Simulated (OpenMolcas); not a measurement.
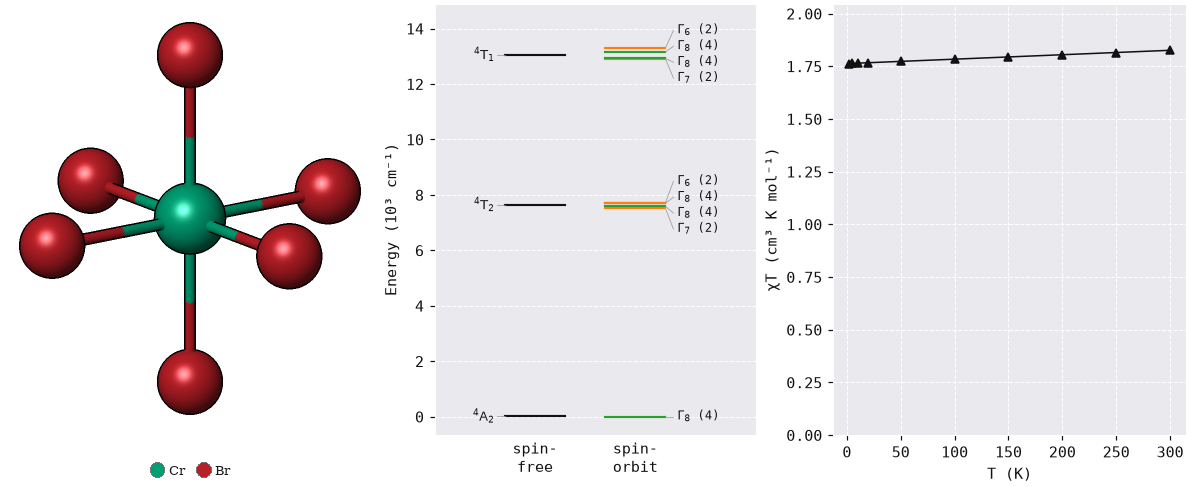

Cr³⁺ (3d³) as a dopant in Cs₂NaYBr₆, a cluster with its 6 nearest Br⁻ at 2.724 Å (octahedron) embedded in model potentials and point charges; the geometry was set, not optimised, and its levels and susceptibility. Labels give the representation in O, Td, D4 or D3 as the site allows (double group for half-integer spin) where it could be assigned and, in brackets, the degeneracy; spin-free states, where drawn, share the zero of the spin-orbit levels. Level of the calculation: state-averaged CASSCF, active space 3 electrons in the shell 3d, basis ANO-RCC-VDZP on all atoms, DKH2 scalar Hamiltonian, spin-orbit coupling by RASSI with atomic mean-field integrals (OpenMolcas). Powder susceptibility by Van Vleck's formula.

> What does the figure show?

The ground level is Γ₈, 4-fold degenerate, 100 % from states of spin multiplicity 4. The next level lies at 7,510 cm⁻¹ (Γ₇). The lowest spin-free state is ⁴A₂; of the same spin there follow at 7,630 cm⁻¹ (⁴T₂) and 13,000 cm⁻¹ (⁴T₁) above it. χT is 1.76 cm³ K mol⁻¹ at 2 K and 1.83 at 300 K, an effective moment of 3.82 μB. The active orbitals hold 87 to 97 % metal character (Löwdin), and the Mulliken charge of the metal is +0.87.

Note: covalent bonds, ligand orbitals missing from the active space; the geometry is set by hand, with no relaxation and no charge compensation.
